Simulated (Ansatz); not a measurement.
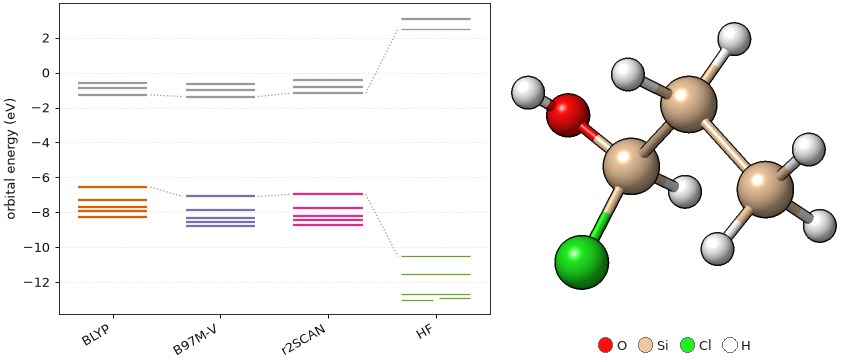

Frontier orbital energies of Si₃H₇OCl, SMILES O[Si@H](Cl)[SiH2][SiH3] at one geometry, def2-TZVPP, the Ansatz code, at a PBE0-D4/def2-TZVP geometry (a minimum by its frequencies). Empty levels are grey, levels within 0.1 eV stand side by side; all columns show the same few orbitals around the gap. Dotted lines join the HOMOs and the LUMOs.

### Compare the HOMO-LUMO separations.

The separation grows from 5.29 eV (BLYP) to 13.03 eV (HF).

```
 level  HOMO (eV)  LUMO (eV)  separation (eV)
  BLYP      −6.57      −1.27             5.29
B97M-V      −7.09      −1.37             5.72
r2SCAN      −6.97      −1.17             5.80
    HF     −10.54       2.49            13.03
```

Caveats, for all or some of the runs: empty levels above zero depend strongly on the basis; one conformer of a flexible molecule.
